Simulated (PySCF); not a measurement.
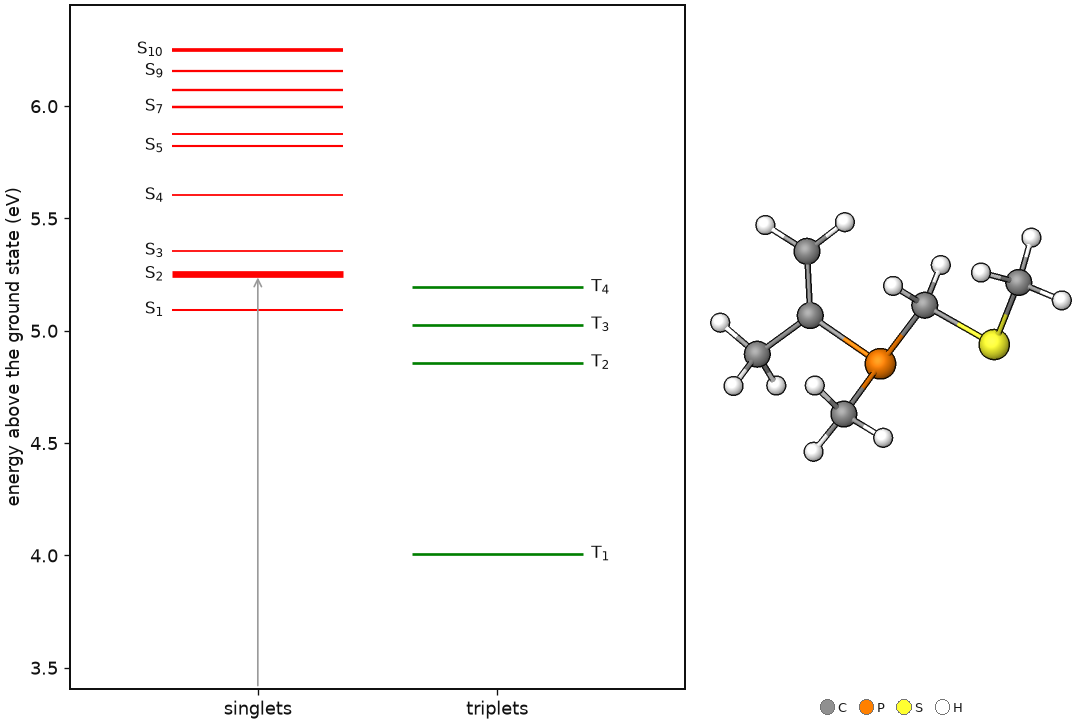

State diagram of C₆H₁₃PS, SMILES C=C(C)P(C)CSC. Vertical TDDFT excitations, B3LYP/def2-SVPD with PySCF, at a PBE0-D3(BJ)/def2-SVP geometry (no frequency check), gas phase. Triplets in the Tamm-Dancoff approximation; only the lowest 10 singlets and 4 triplets were computed. Thicker singlet lines are brighter; the arrow marks the brightest. S0, at zero, lies below the range drawn.

> What are the energy, strength and character of the state that the arrow marks?

S2 at 5.25 eV (236 nm), f = 0.126, mainly HOMO−1 → LUMO (86 %).

> What is the vertical gap between S1 and T1?

1.09 eV: S1 at 5.09 eV, T1 at 4.01 eV.

> What character does the calculation give T1?

Mainly HOMO−1 → LUMO (52 %).

Note: states above the negative HOMO energy depend on the basis; one conformer of a flexible molecule; core orbitals are frozen in the response.
